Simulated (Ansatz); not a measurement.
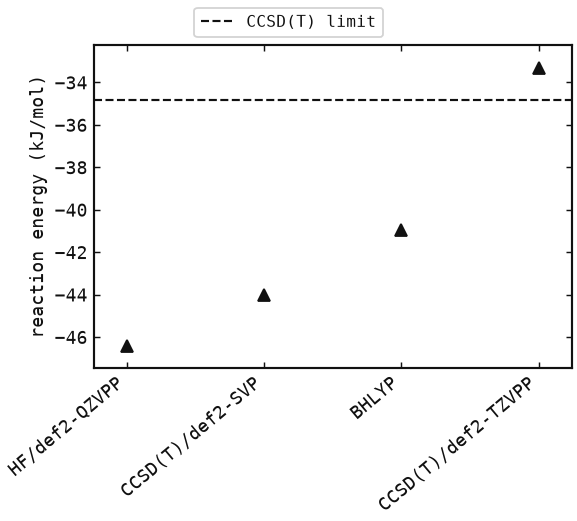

Electronic reaction energy of TiHSF₃ ([F][Ti]([F])([F])[SH]) + GeHOF ([OH][Ge][F]) [singlet] → TiHOF₃ ([OH][Ti]([F])([F])[F]) + GeHSF ([F][Ge][SH]) [singlet] (SMILES in brackets) at several levels (functionals in def2-TZVPP unless a basis is named), isolated molecules at PBE0-D4 triple-zeta geometries, minima by their frequencies, no zero-point or thermal terms, the Ansatz code. The line is frozen-core CCSD(T) at the basis limit (MP2 extrapolated from triple and quadruple zeta, plus CCSD(T) less MP2 in a smaller set). The distance of CCSD(T)/def2-SVP and CCSD(T)/def2-TZVPP to the limit includes basis error.

What do zero-point energy and temperature add?

Answer. Zero-point change −1.5 kJ/mol; at 298.15 K and 1 bar the CCSD(T) limit plus thermal terms gives an enthalpy of reaction of −35.5 and a free energy of −37.5 kJ/mol (harmonic PBE0-D4 modes, ideal gas).

What range do the values span, the line included?

Answer. From −46.4 kJ/mol (HF/def2-QZVPP) to −33.3 kJ/mol (CCSD(T)/def2-TZVPP).

Known limits of this run: no scalar relativity up to krypton; outer-core shells are correlated without core-valence functions, which makes the correlated values less sure.
